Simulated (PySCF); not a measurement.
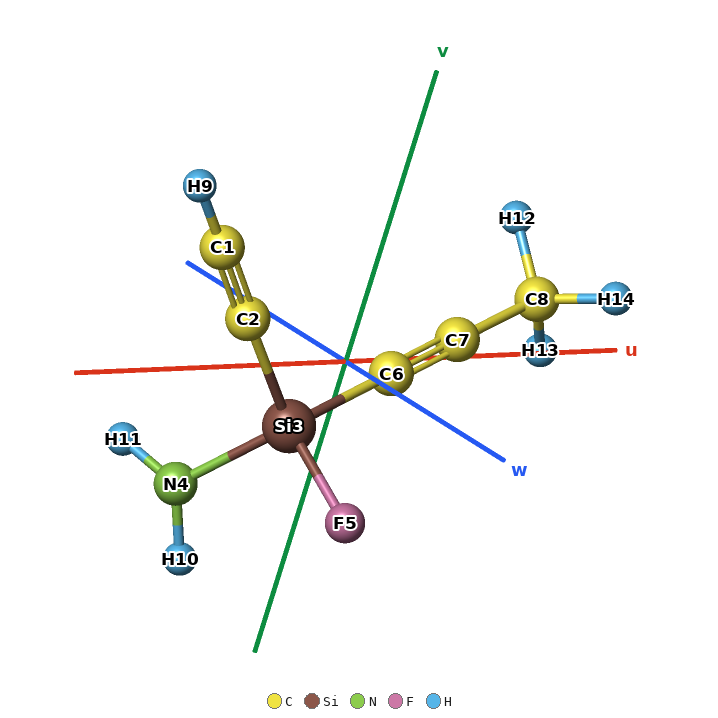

The lines u, v and w are the principal axes of the static dipole polarisability. Computed geometry: GFN2-xTB optimisation. No frequency run is at hand to confirm it as a minimum. Computed with CAM-B3LYP/def2-SVPD (PySCF 2.14.0).

Along which axis is the molecule most polarisable, and along which least?

Most along u (close to the long direction C1···C8), least along w.

Give the three principal values.

u 114.7, v 84.4, w 64.8 bohr³; mean 88.0, anisotropy 43.5 bohr³.

The geometry is semi-empirical. Around Si such bond lengths and angles can be off by a tenth of an ångström or more and by several degrees, and values that hang on the shape move with them.
